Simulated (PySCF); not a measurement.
## Electronic structure of C6H14BNSi in real space

Input

```
{"job": {"kind": "nmr", "xc": "PBE0", "basis": "pcSseg-1"}, "charge": 0, "multiplicity": 1}
C      4.212762     0.373168    -0.439025
C      3.266132     0.294499     0.478619
C      1.837519     0.670538     0.271771
B      0.851821    -0.585139     0.215996
N     -0.532999    -0.429106     0.130907
C     -1.189132     0.875468     0.120145
C     -2.552448     0.734226    -0.551306
C     -3.189397    -0.549110    -0.022277
Si    -1.705367    -1.730131     0.093097
H      5.227346     0.066612    -0.245988
H      4.010066     0.747076    -1.430048
H      3.502428    -0.091952     1.462394
H      1.750209     1.241012    -0.658233
H      1.529823     1.342037     1.079911
H      1.260676    -1.685179     0.231606
H     -0.569385     1.605632    -0.403727
H     -1.319247     1.221470     1.153004
H     -3.169190     1.614254    -0.360832
H     -2.407110     0.646405    -1.629788
H     -3.993195    -0.888288    -0.671130
H     -3.626051    -0.369559     0.960362
H     -1.677611    -2.519689     1.326220
H     -1.522403    -2.557258    -1.101599
```

Run with:

```sh
OMP_NUM_THREADS=1 python probes_run.py task.json out
```

Geometry: GFN2-xTB.

Level of theory: PBE0/pcSseg-1, SCF density, gas phase, non-relativistic (PySCF 2.14.0).

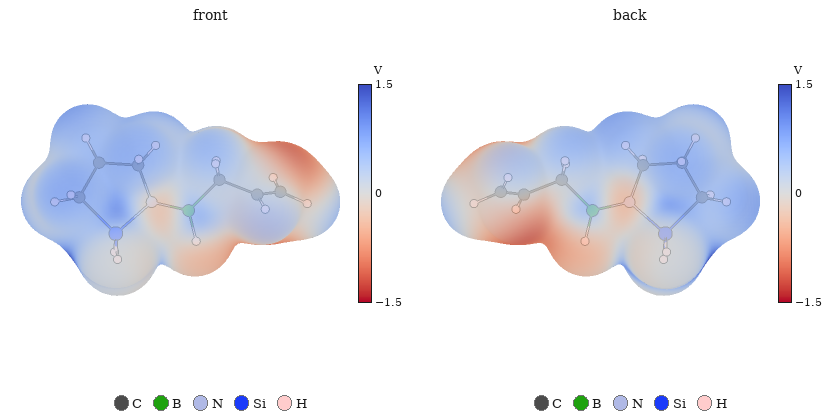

Figure 1. The electrostatic potential painted on the density surface at 0.002 e/bohr³, seen from the front and from behind; the colour scale runs from red (negative) to blue (positive).

> Which sites attract a positive test charge, and which a negative one?

A positive charge is drawn to the negative regions and a negative charge to the positive ones. The most negative region (about −1.1 V) lies over the π face of C1 and C2, the most positive (about +1.3 V) over Si9.

> What dipole moment does the calculation give?

Its dipole moment is 2.54 D.

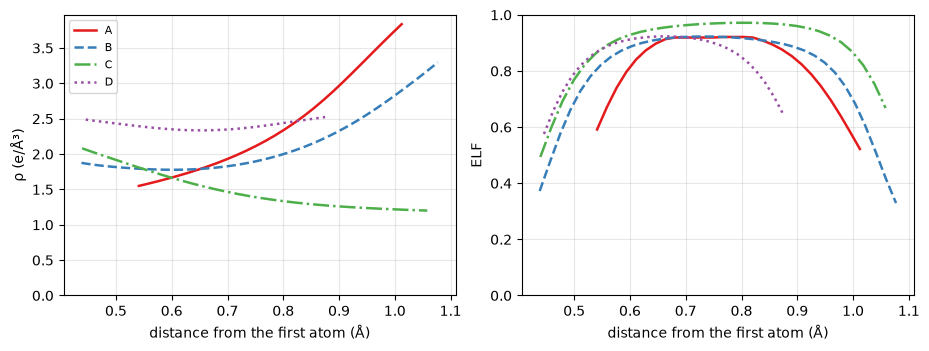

Figure 2. Total electron density and electron localisation function along straight lines between neighbouring atoms. The curves leave out the atomic cores.

> Which curve belongs to which contact (B–N, C–B, C–C and C–N)? The first atom named is at distance zero.

Curve A: B–N (1.40 Å): the density is about 1.9 e/Å³ at the midpoint; the ELF peaks at about 0.90 between the atoms; a short, strongly polar bond. Curve B: C–N (1.46 Å): ρ is about 1.9 e/Å³ halfway; the ELF peaks at about 0.90 between the atoms (localised, covalent bonding). Curve C: C–B (1.60 Å): the density is about 1.3 e/Å³ at the midpoint; the ELF peaks at about 1 between the atoms (a covalent bond). Curve D: C–C (1.32 Å): ρ is about 2.3 e/Å³ halfway; the ELF peaks at about 0.90 between the atoms: a multiple bond.
